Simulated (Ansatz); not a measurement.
# Ni wire along [100], 13 atoms a period: bands along the axis

Aim: is the Ni wire along [100], 13 atoms a period a metal or a semiconductor?

Calculated with Ansatz 0.2.0; DFT PBE, plane waves, PAW; relaxation of a wire's period; PAW set soft_1, in the first sound run; inputs show where later runs differ.

## Step 1: Set-up

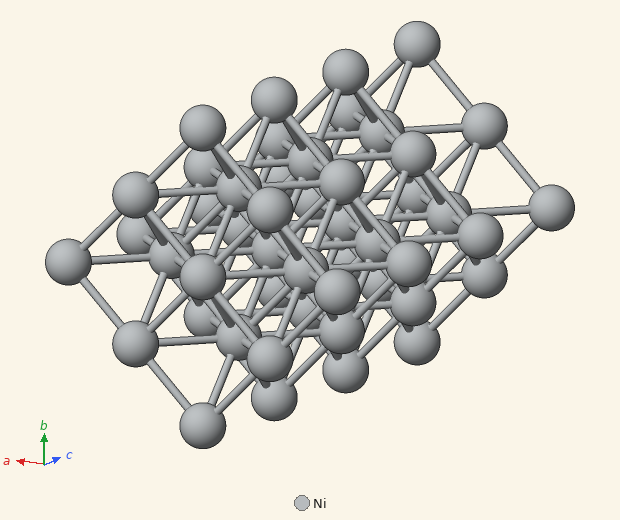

Start, viewed at a slant to the c axis; nickel light grey. 1×1×3 cells are drawn. Some periodic images of atoms are drawn too.

The cell holds 13 atoms: 13 Ni. Its edges and angles: a = 13.840 Å, b = 13.840 Å, c = 3.520 Å, α = 90.0°, β = 90.0°, γ = 90.0°. Vacuum lies along a and b. The structure's axis is c.

## Step 2: Relaxing the period

Band widths follow the bond lengths, so the wire is relaxed first. The atoms and the third cell vector are free; the box across stays fixed as vacuum. Moments are seeded so that a magnetic state can form if it lies lower. A Fermi-Dirac smearing is set since the result may be a metal. The pressure printed is a third of the stress's trace over the whole box, vacuum included; only the stress along the axis is relaxed.

Contents of input.yaml:

```yaml
crystal:
  lattice:
    - [13.84, 0.0, 0.0]
    - [0.0, 13.84, 0.0]
    - [0.0, 0.0, 3.52]
  atoms:
    - { symbol: Ni, position: [0.24566474, 0.5, 0.0], spin: 0.8 }
    - { symbol: Ni, position: [0.37283237, 0.37283237, 0.0], spin: 0.8 }
    - { symbol: Ni, position: [0.37283237, 0.62716763, 0.0], spin: 0.8 }
    - { symbol: Ni, position: [0.5, 0.24566474, 0.0], spin: 0.8 }
    - { symbol: Ni, position: [0.5, 0.5, 0.0], spin: 0.8 }
    - { symbol: Ni, position: [0.5, 0.75433526, 0.0], spin: 0.8 }
    - { symbol: Ni, position: [0.62716763, 0.37283237, 0.0], spin: 0.8 }
    - { symbol: Ni, position: [0.62716763, 0.62716763, 0.0], spin: 0.8 }
    - { symbol: Ni, position: [0.75433526, 0.5, 0.0], spin: 0.8 }
    - { symbol: Ni, position: [0.37283237, 0.5, 0.5], spin: 0.8 }
    - { symbol: Ni, position: [0.5, 0.37283237, 0.5], spin: 0.8 }
    - { symbol: Ni, position: [0.5, 0.62716763, 0.5], spin: 0.8 }
    - { symbol: Ni, position: [0.62716763, 0.5, 0.5], spin: 0.8 }
magnetization:
  spin_polarized: true
kpoints:
  mp_grid: { grid: [1, 1, 23] }
scf:
  occupations: { method: fermi_dirac, width: 0.05 }
hamiltonian:
  xc: pbe
  pseudopotentials: { kind: paw, azcp: { folder: soft_1 } }
relax:
  cell: { fix: [a, b, alpha, beta, gamma] }
  max_steps: 45
  f_tol: 0.03
```

On the command line:

```bash
$ ansatz run input.yaml --threads 4 --pin off --max-ram 16384MiB --backend cpu --events-out ev --progress --plain --runs-dir out
```

Numbers of over 12 decimals in the logs are rounded to 6 here.

Output:

```text
Engine: ansatz 0.2.0, aarch64-unknown-linux-gnu
Pseudopotentials: kind: paw
Pseudopotential: Ni, paw, valence charge 18, recommended cutoff 420 eV (normal), soft_1/Ni.paw.azcp
Functional definition: PBE
  parameter kappa = 0.804
  parameter beta = 0.066725
  exchange = pbe_x(kappa = kappa, mu = beta*pi^2/3)
  correlation = pbe_c(beta = beta)
Crystal: 13 atoms, lattice volume = 674.241 Å³
Basis set: ecut = 420 eV, 13071 PW (Γ), exchange–correlation on 192×192×48 points (8 copies of the dense FFT grid, shifted against one another)
Bands: 147, of which v1, the nominal top of the filled ones, is band 117 counted from 1 (116 counted from 0)
Symmetry: 16 space group operations
Space group: P4/mmm (ITA 123), of the structure as read, at distance tolerance 8.8e-5 Å
Magnetic group: BNS 123.339 (UNI 999), of the structure as read, at distance tolerance 8.8e-5 Å
k-points: 12 of 23
Non-local potential: Ni, projectors of the file, l = 0: 3, l = 1: 2, l = 2: 3, l = 3: 1
PAW form: soft (Blöchl's): semilocal exchange-correlation on the pseudo side does not see the compensation charge
PAW one-centre angular grid: Ni, 590 points (default); XC on 64 Gauss nodes
Initial density: superposition of atomic densities (neutral atoms: chi_scale 0, normalization atom)
Starting moments: Σ|m| = 10.4 μB on 13 of 13 sites
Initial wavefunctions: pseudopotential atomic-orbital guess
Functional: x = pbe(κ = 0.804, μ = 0.219515), c = pbe(β = 0.066725)
SCF iter   1: F=—  HF=-75890.912890 eV  |F-HF|=—  |Δ(HF+E_count)|=         —  Δρ=2.29e-2 (↑2.29e-2 ↓1.62e-2)  dr2=2.89e1  dr2_m=8.40e-1  M=10.779 μB ∫|m|=11.307 μB  β_m=0.30  ethr=3.10e-3  ⟨swp⟩=8.9  Hψ=17363  notcnv=0  defer=151
Mixer restart at iter 1: flushing history
preconditioner: auto → LDOS  [metal: Δε(μ)=0.011 eV  Ē_g=5.827 eV  σ=0.050 eV  W_gap=0.06  n_scr=138 (ndim 8)  ℏωp=16.3 eV  f_vac=0.647  D(μ)=35.10/eV (n_scr^D=338)]
spin=Collinear: LDOS preconditioning applied to the charge; magnetization (m = ρ↑ − ρ↓) channel mixes plain (no charge-response kernel on spin).
SCF iter   2: F=—  HF=-75892.672134 eV  |F-HF|=—  |Δ(HF+E_count)|=    1.76e0  Δρ=1.75e-2 (↑1.75e-2 ↓1.03e-2)  dr2=7.33e0  dr2_m=5.05e-1  M=10.905 μB ∫|m|=11.554 μB  β_m=0.41  ethr=3.10e-3  ⟨swp⟩=2.2  Hψ=5896  notcnv=0  defer=378
SCF iter   3: F=—  HF=-75899.873951 eV  |F-HF|=—  |Δ(HF+E_count)|=    7.20e0  Δρ=9.14e-3 (↑4.27e-3 ↓9.14e-3)  dr2=3.60e-1  dr2_m=1.77e-1  M=11.139 μB ∫|m|=11.985 μB  β_m=0.42  ethr=3.10e-3  ⟨swp⟩=2.5  Hψ=5792  notcnv=0  defer=382
SCF iter   4: F=—  HF=-75901.289892 eV  |F-HF|=—  |Δ(HF+E_count)|=    1.42e0  Δρ=4.25e-3 (↑4.25e-3 ↓3.05e-3)  dr2=2.07e-1  dr2_m=3.98e-2  M=10.898 μB ∫|m|=11.902 μB  β_m=0.64  ethr=1.54e-4  ⟨swp⟩=2.9  Hψ=5588  notcnv=0  defer=366
SCF iter   5: F=—  HF=-75902.444457 eV  |F-HF|=—  |Δ(HF+E_count)|=         —  Δρ=3.25e-3 (↑2.57e-3 ↓3.25e-3)  dr2=1.30e-1  dr2_m=9.08e-3  M=10.589 μB ∫|m|=11.765 μB  β_m=0.64  ethr=8.86e-5  ⟨swp⟩=2.8  Hψ=7105  notcnv=0  defer=363
SCF iter   6: F=—  HF=-75902.527454 eV  |F-HF|=—  |Δ(HF+E_count)|=   8.30e-2  Δρ=3.41e-3 (↑1.47e-3 ↓3.41e-3)  dr2=8.38e-2  dr2_m=1.15e-2  M=10.423 μB ∫|m|=11.628 μB  β_m=0.58  ethr=5.55e-5  ⟨swp⟩=2.2  Hψ=5887  notcnv=0  defer=380
SCF iter   7: F=—  HF=-75902.536973 eV  |F-HF|=—  |Δ(HF+E_count)|=   9.52e-3  Δρ=1.26e-3 (↑9.16e-4 ↓1.26e-3)  dr2=1.04e-2  dr2_m=4.39e-3  M=10.435 μB ∫|m|=11.647 μB  β_m=0.79  ethr=3.58e-5  ⟨swp⟩=2.0  Hψ=5315  notcnv=0  defer=380
SCF iter   8: F=—  HF=-75902.546669 eV  |F-HF|=—  |Δ(HF+E_count)|=   9.70e-3  Δρ=5.46e-4 (↑2.86e-4 ↓5.46e-4)  dr2=2.61e-3  dr2_m=2.13e-4  M=10.411 μB ∫|m|=11.624 μB  β_m=0.73  ethr=4.45e-6  ⟨swp⟩=2.0  Hψ=6625  notcnv=0  defer=380
SCF iter   9: F=—  HF=-75902.546263 eV  |F-HF|=—  |Δ(HF+E_count)|=   4.06e-4  Δρ=1.83e-4 (↑7.36e-5 ↓1.83e-4)  dr2=2.02e-4  dr2_m=5.27e-5  M=10.407 μB ∫|m|=11.623 μB  β_m=0.74  ethr=1.12e-6  ⟨swp⟩=2.0  Hψ=6528  notcnv=0  defer=380
SCF iter  10: F=—  HF=-75902.546261 eV  |F-HF|=—  |Δ(HF+E_count)|=   2.01e-6  Δρ=5.39e-5 (↑3.07e-5 ↓5.39e-5)  dr2=3.65e-5  dr2_m=3.55e-6  M=10.409 μB ∫|m|=11.625 μB  β_m=0.76  ethr=8.63e-8  ⟨swp⟩=2.0  Hψ=5054  notcnv=0  defer=380
SCF iter  11: F=—  HF=-75902.546262 eV  |F-HF|=—  |Δ(HF+E_count)|=   1.43e-6  Δρ=2.76e-5 (↑1.32e-5 ↓2.76e-5)  dr2=5.82e-6  dr2_m=9.14e-7  M=10.409 μB ∫|m|=11.625 μB  β_m=0.88  ethr=1.56e-8  ⟨swp⟩=2.0  Hψ=4550  notcnv=0  defer=380
SCF iter  12: F=—  HF=-75902.546263 eV  |F-HF|=—  |Δ(HF+E_count)|=   3.82e-7  Δρ=1.62e-5 (↑6.30e-6 ↓1.62e-5)  dr2=2.72e-6  dr2_m=2.88e-7  M=10.409 μB ∫|m|=11.626 μB  β_m=0.76  ethr=2.49e-9  ⟨swp⟩=2.0  Hψ=5128  notcnv=0  defer=380
SCF iter  13: F=—  HF=-75902.546263 eV  |F-HF|=—  |Δ(HF+E_count)|=   4.80e-7  Δρ=1.03e-5 (↑7.98e-6 ↓1.03e-5)  dr2=1.24e-6  dr2_m=2.55e-8  M=10.409 μB ∫|m|=11.626 μB  β_m=0.58  ethr=1.16e-9  ⟨swp⟩=2.0  Hψ=5049  notcnv=0  defer=380
SCF iter  14: F=—  HF=-75902.546263 eV  |F-HF|=—  |Δ(HF+E_count)|=   2.76e-7  Δρ=3.43e-6 (↑1.63e-6 ↓3.43e-6)  dr2=5.60e-8  dr2_m=2.26e-8  M=10.409 μB ∫|m|=11.626 μB  β_m=0.79  ethr=5.28e-10  ⟨swp⟩=2.0  Hψ=5088  notcnv=0  defer=380
SCF iter  15: F=-75902.546263 eV  HF=-75902.546263 eV  |F-HF|=7.16e-8  |Δ(HF+E_count)|=   4.64e-8  Δρ=2.97e-6 (↑1.79e-6 ↓2.97e-6)  dr2=8.56e-8  dr2_m=5.52e-9  M=10.409 μB ∫|m|=11.626 μB  ethr=2.39e-11  ⟨swp⟩=2.9  Hψ=13784  notcnv=0
SCF 1 converged in 15 iterations: F = -75902.546263 eV  dr2 = 8.56e-8
  greatest PAW one-centre occupation: 1.001 electrons in one spin orbital (limit 2), on the Ni atom at site 5 (counted from 0), in its partial waves of l = 1
relax step   1: F+E_penalty+E_count = -75902.54626289 eV  Δ(F+E_penalty+E_count) = +0.000e0 eV  max|allowed force component| = 1.432e0 eV/Å  Δτ_max = 0.0000 Å  P = -2.780 GPa  Ω = 674.241 Å³  fix = [a, b, alpha, beta, gamma]  reactions: a -2.515, b -2.515 GPa  (15 SCF iters, dr2 threshold 1.00e-7 eV, accepted)
Crystal: 13 atoms, lattice volume = 659.617 Å³
Basis set: ecut = 420 eV, 12911 PW (Γ), exchange–correlation on 192×192×48 points (8 copies of the dense FFT grid, shifted against one another)
Initial density: handed on by an earlier stage of this run
Starting moments: Σ|m| = 10.4 μB on 13 of 13 sites; this step starts from the density that it was given
Initial wavefunctions: those handed on with the density
iter 1 solved again at ethr=1.75e-4 eV; its pass at ethr=3.10e-3 eV (dr2=4.09e-1 eV) is discarded
SCF iter   1: F=—  HF=-75903.302018 eV  |F-HF|=—  |Δ(HF+E_count)|=         —  Δρ=5.30e-3 (↑4.21e-3 ↓5.30e-3)  dr2=4.21e-1  dr2_m=4.69e-2  M=10.315 μB ∫|m|=11.461 μB  β_m=0.30  ethr=1.75e-4  ⟨swp⟩=3.6  Hψ=18202  notcnv=0
[...]
Initial wavefunctions: pseudopotential atomic-orbital guess (no wavefunctions were taken with the density)
iter 1 solved again at ethr=5.69e-6 eV; its pass at ethr=3.10e-3 eV (dr2=1.33e-2 eV) is discarded
SCF iter   1: F=—  HF=-75903.498930 eV  |F-HF|=—  |Δ(HF+E_count)|=         —  Δρ=2.12e-4 (↑9.21e-5 ↓2.12e-4)  dr2=3.80e-4  dr2_m=2.75e-5  M=10.166 μB ∫|m|=11.208 μB  β_m=0.65  ethr=5.69e-6  ⟨swp⟩=3.9  Hψ=25026  notcnv=0
preconditioner: auto → LDOS  [metal: Δε(μ)=0.005 eV  Ē_g=5.637 eV  σ=0.050 eV  W_gap=0.02  n_scr=36 (ndim 8)  ℏωp=16.8 eV  f_vac=0.678  D(μ)=24.30/eV (n_scr^D=198)]
spin=Collinear: LDOS preconditioning applied to the charge; magnetization (m = ρ↑ − ρ↓) channel mixes plain (no charge-response kernel on spin).
SCF iter   2: F=—  HF=-75903.499146 eV  |F-HF|=—  |Δ(HF+E_count)|=   2.17e-4  Δρ=6.83e-5 (↑6.83e-5 ↓6.51e-5)  dr2=2.13e-4  dr2_m=2.78e-7  M=10.161 μB ∫|m|=11.203 μB  β_m=0.58  ethr=1.63e-7  ⟨swp⟩=2.0  Hψ=5447  notcnv=0
SCF iter   3: F=—  HF=-75903.499133 eV  |F-HF|=—  |Δ(HF+E_count)|=   1.38e-5  Δρ=5.68e-5 (↑5.68e-5 ↓2.45e-5)  dr2=2.30e-5  dr2_m=5.73e-6  M=10.155 μB ∫|m|=11.199 μB  β_m=0.64  ethr=9.08e-8  ⟨swp⟩=1.8  Hψ=3555  notcnv=0
SCF iter   4: F=—  HF=-75903.499146 eV  |F-HF|=—  |Δ(HF+E_count)|=   1.34e-5  Δρ=2.87e-5 (↑2.24e-5 ↓2.87e-5)  dr2=1.47e-5  dr2_m=1.66e-6  M=10.154 μB ∫|m|=11.197 μB  β_m=0.62  ethr=9.82e-9  ⟨swp⟩=2.0  Hψ=6364  notcnv=0
SCF iter   5: F=—  HF=-75903.499149 eV  |F-HF|=—  |Δ(HF+E_count)|=   2.92e-6  Δρ=2.21e-5 (↑2.21e-5 ↓1.51e-5)  dr2=4.81e-6  dr2_m=1.85e-7  M=10.153 μB ∫|m|=11.196 μB  β_m=0.54  ethr=6.26e-9  ⟨swp⟩=2.0  Hψ=6362  notcnv=0
SCF iter   6: F=—  HF=-75903.499148 eV  |F-HF|=—  |Δ(HF+E_count)|=   8.81e-7  Δρ=5.88e-6 (↑4.01e-6 ↓5.88e-6)  dr2=2.71e-7  dr2_m=2.95e-8  M=10.152 μB ∫|m|=11.195 μB  β_m=0.50  ethr=2.06e-9  ⟨swp⟩=2.6  Hψ=5746  notcnv=0
SCF iter   7: F=—  HF=-75903.499148 eV  |F-HF|=—  |Δ(HF+E_count)|=   9.37e-9  Δρ=1.56e-6 (↑1.56e-6 ↓1.46e-6)  dr2=9.81e-9  dr2_m=8.64e-9  M=10.152 μB ∫|m|=11.195 μB  β_m=0.67  ethr=1.16e-10  ⟨swp⟩=3.1  Hψ=6117  notcnv=0
SCF iter   8: F=—  HF=-75903.499148 eV  |F-HF|=—  |Δ(HF+E_count)|=   4.42e-7  Δρ=6.96e-7 (↑6.96e-7 ↓6.14e-7)  dr2=3.63e-9  dr2_m=1.82e-9  M=10.152 μB ∫|m|=11.195 μB  β_m=0.83  ethr=4.19e-12  ⟨swp⟩=3.3  Hψ=6726  notcnv=0
SCF iter   9: F=—  HF=-75903.499148 eV  |F-HF|=—  |Δ(HF+E_count)|=   4.38e-9  Δρ=2.95e-7 (↑2.95e-7 ↓2.87e-7)  dr2=1.50e-9  dr2_m=6.44e-11  M=10.152 μB ∫|m|=11.195 μB  β_m=0.77  ethr=1.55e-12  ⟨swp⟩=2.4  Hψ=6500  notcnv=0
SCF iter  10: F=—  HF=-75903.499148 eV  |F-HF|=—  |Δ(HF+E_count)|=  5.82e-11  Δρ=2.39e-7 (↑1.14e-7 ↓2.39e-7)  dr2=3.75e-10  dr2_m=5.55e-11  M=10.152 μB ∫|m|=11.195 μB  β_m=0.73  ethr=1.00e-12  ⟨swp⟩=2.0  Hψ=6360  notcnv=0
SCF iter  11: F=—  HF=-75903.499148 eV  |F-HF|=—  |Δ(HF+E_count)|=  4.37e-11  Δρ=4.64e-8 (↑2.62e-8 ↓4.64e-8)  dr2=8.84e-12  dr2_m=5.16e-12  M=10.152 μB ∫|m|=11.195 μB  β_m=0.86  ethr=1.00e-12  ⟨swp⟩=1.6  Hψ=3693  notcnv=0
SCF iter  12: F=-75903.499148 eV  HF=-75903.499148 eV  |F-HF|=0.00e0  |Δ(HF+E_count)|=  7.28e-11  Δρ=6.13e-8 (↑2.19e-8 ↓6.13e-8)  dr2=3.20e-11  dr2_m=3.69e-12  M=10.152 μB ∫|m|=11.195 μB  ethr=1.00e-12  ⟨swp⟩=3.3  Hψ=11789  notcnv=0
SCF 7 converged in 12 iterations: F = -75903.499148 eV  dr2 = 3.20e-11
relax step   7: F+E_penalty+E_count = -75903.49914767 eV  Δ(F+E_penalty+E_count) = +8.208e-3 eV  max|allowed force component| = 4.165e-3 eV/Å  Δτ_max = 0.0000 Å  P = +0.001 GPa  Ω = 633.058 Å³  fix = [a, b, alpha, beta, gamma]  reactions: a +0.000, b +0.000 GPa  stress off target by 1.72e-3 GPa on what of the cell is left free  SCF on the basis re-selected at this cell (its energy is not comparable with the rows above)  (12 SCF iters)
basis re-selected at this cell: Δ(F+E_penalty+E_count) = +8.208e-3 eV, ΔP = +0.010 GPa vs the last step (what re-selecting the basis moved, of the pressure what is left beyond the Pulay correction that the steps carried, after the strain that the cell walked since its last selection, with what the two solves' SCF thresholds leave and, on support functions, any second-order correction that the steps lacked; it is no m [...]
SCF converged after 12 iterations
Magnetization: 10.1523 μB (122.0762 up, 111.9238 down)
Absolute magnetization: 11.2065 μB (∫|ρ↑−ρ↓|, with the PAW one-centre terms)
Spin contamination: 0.1190 ħ² per cell (⟨S²⟩ above its minimum at these occupations)
Per-site moments (μB) at R_I (Å): [(0.798973, 0.949541), (0.844726, 0.991239), (0.844726, 0.991239), (0.798973, 0.949541), (0.766775, 1.008794), (0.798973, 0.949541), (0.844726, 0.991239), (0.844726, 0.991239), (0.798973, 0.949541), (0.699558, 0.949541), (0.699558, 0.949541), (0.699558, 0.949541), (0.699558, 0.949541)]
Free energy (F): -75903.499148 eV
Harris-Foulkes:  -75903.499148 eV  (|F-HF|=0.00e0)
Internal energy: -75903.298806 eV  (E = F + TS)
E sigma→0 (E₀):  -75903.398977 eV
Entropy (-TS):   -0.200341 eV (-15.411 meV/atom)
Fermi energy:    0.914760 eV
--- Per-component energies (eV) ---
  E_band       = -7675.720571
  E_kinetic    = 4403.033638
  E_local      = -225913.207882  (includes V_loc(G=0)·N_el)
  E_nonlocal   = -1491.842371
  E_hartree    = 112526.026848
  E_xc         = -1446.834755
  E_vxc        = -1864.721096  (∫ρ·V_xc dr)
  E_paw        = -21578.183774  (= ΣΔE_a)
  E_vpaw       = -7861.049667  (= ΣTr[D̂ρ^β])
  E_aug_tail   = 0.012242  (compensation charges beyond the density's cutoff)
  E_ewald      = 57597.697247
  E_smearing   = -0.200341  (= −TS)
  E_closure    = 0.000000  (closes the sum)
  Σ components = -75903.499148   (vs F -75903.499148, Δ=0.00e0)
--- Forces (eV/Å), atoms counted from 1 ---
  atom   1  Ni    -0.00394072     0.00000000     0.00000000
  atom   2  Ni    -0.00215756    -0.00215756    -0.00000000
  atom   3  Ni    -0.00215756     0.00215756    -0.00000000
  atom   4  Ni     0.00000000    -0.00394072     0.00000000
  atom   5  Ni     0.00000000    -0.00000000    -0.00000000
  atom   6  Ni    -0.00000000     0.00394072    -0.00000000
  atom   7  Ni     0.00215756    -0.00215756     0.00000000
  atom   8  Ni     0.00215756     0.00215756     0.00000000
  atom   9  Ni     0.00394072     0.00000000    -0.00000000
  atom  10  Ni    -0.00416542     0.00000000     0.00000000
  atom  11  Ni     0.00000000    -0.00416542     0.00000000
  atom  12  Ni    -0.00000000     0.00416542    -0.00000000
  atom  13  Ni     0.00416542     0.00000000    -0.00000000
  max |Σ_I F_I| component: 3.86e-27 eV/Å
--- Stress (GPa, compression-positive) ---
        0.000391       0.000000       0.000000
        0.000000       0.000391      -0.000000
        0.000000      -0.000000       0.001716
  P = ⅓ Tr σ = 0.0008 GPa (0.008 kbar)
--- Relaxed structure (6 steps of the walk, 6 accepted, 1 SCFs on fresh bases) ---
  F+E_penalty+E_count = -75903.49914767 eV   max|allowed force component| = 4.165e-3 eV/Å   (the final SCF, on the basis selected at the relaxed cell)
  cell:  # Å, volume = 633.0576 Å³
    - [13.84, 0.0, 0.0]
    - [0.0, 13.84, 0.0]
    - [0.0, 0.0, 3.304997]
  atoms:
    - { symbol: Ni, position: [0.253952, 0.5, 0.0] }
    - { symbol: Ni, position: [0.374017, 0.374017, 0.0] }
    - { symbol: Ni, position: [0.374017, 0.625983, 0.0] }
    - { symbol: Ni, position: [0.5, 0.253952, 0.0] }
    - { symbol: Ni, position: [0.5, 0.5, 0.0] }
    - { symbol: Ni, position: [0.5, 0.746048, 0.0] }
    - { symbol: Ni, position: [0.625983, 0.374017, 0.0] }
    - { symbol: Ni, position: [0.625983, 0.625983, 0.0] }
    - { symbol: Ni, position: [0.746048, 0.5, 0.0] }
    - { symbol: Ni, position: [0.369741, 0.5, 0.500000] }
    - { symbol: Ni, position: [0.5, 0.369741, 0.500000] }
    - { symbol: Ni, position: [0.5, 0.630259, 0.500000] }
    - { symbol: Ni, position: [0.630259, 0.5, 0.500000] }
```

The job ended after 8.9 min (4 threads of Arm Neoverse V1, shared host; peak memory 3 GiB; 35 min of CPU time).

[end of part 1 of 2]

[Logs are printed without paths, hosts, clocks, repeated set-up lines and the standing remarks that a program may print on its own settings, such as how far it seeks lower states.]

[Hosts, paths, dates, database ids (printed as entryN), source tags and the programs' standing remarks are cut or masked in the printed files.]
